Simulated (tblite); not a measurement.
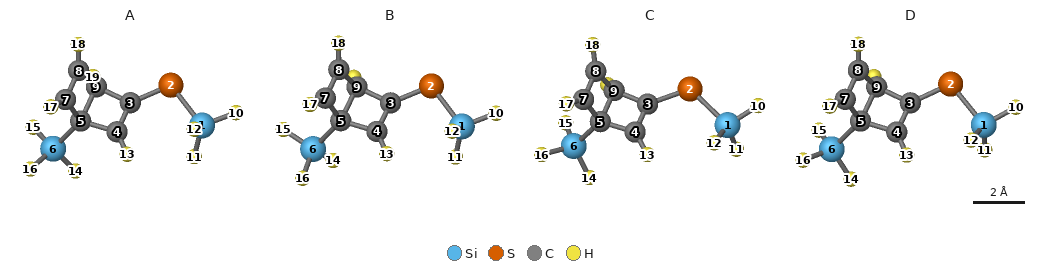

4 geometries from one relaxation of C6H10SSi2, in shuffled order. The picture is a ball-and-stick view, seen at a tilt.

The calculation used GFN2-xTB geometry optimisation, gas phase in tblite. 

Put them in the order of the run, from the start to the converged end.

C, D, A, B. They are steps 0, 44, 93, 153, at +1.030 eV, +0.055 eV, +0.021 eV relative to the last. The atom that moves furthest after the best rigid fit is H16 (1.24 Å). By element the largest moves are H 1.24 Å, Si 0.27 Å, C 0.23 Å, S 0.14 Å. Near-neighbour distances that change, for instance: C5–C9 1.458 → 1.567 Å, C5–C7 1.435 → 1.515 Å, C3–C9 1.445 → 1.508 Å, C8–C9 1.450 → 1.507 Å. Bond angles that change, for instance: Si1–S2–C3 111.4° → 101.0°, Si6–C5–C9 112.4° → 122.4°, C4–C5–C7 121.6° → 112.8°. Groups turn about C5–Si6 by about 50°, Si1–S2 by about 30°. After 153 geometry steps the energy has fallen by 1.030 eV.
